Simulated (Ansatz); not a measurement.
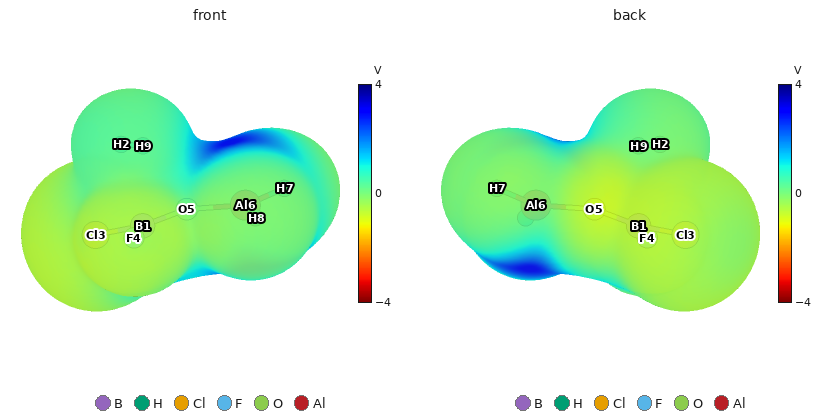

*AlBClFH2O···H2. The electrostatic potential painted on the density surface at 0.001 e/bohr³, seen from the front and from behind; red is negative and blue positive.*

Not at a stationary point (largest force 1.6 eV/Å).

Level of theory: RKS PBE0-D4/6-31G* in Ansatz 0.2.0.

```tsv
atom	x (Å)	y (Å)	z (Å)
B	0.1423	-0.4192	-0.4354
H	0.0772	0.0109	1.9234
Cl	1.5203	0.6188	-0.7965
F	-1.0657	0.1221	-0.5032
O	0.3320	-1.7448	-0.1608
Al	-0.6061	-3.1959	-0.0684
H	0.2404	-4.5213	0.0984
H	-2.1854	-3.1017	-0.1456
H	0.2965	-0.6449	1.7685
```

Question: Which sites attract a positive test charge, and which a negative one?

Answer: A positive charge is drawn to the negative regions and a negative charge to the positive ones. The most negative region (about −0.8 V) lies over O5, the most positive (about +3.0 V) over Al6.
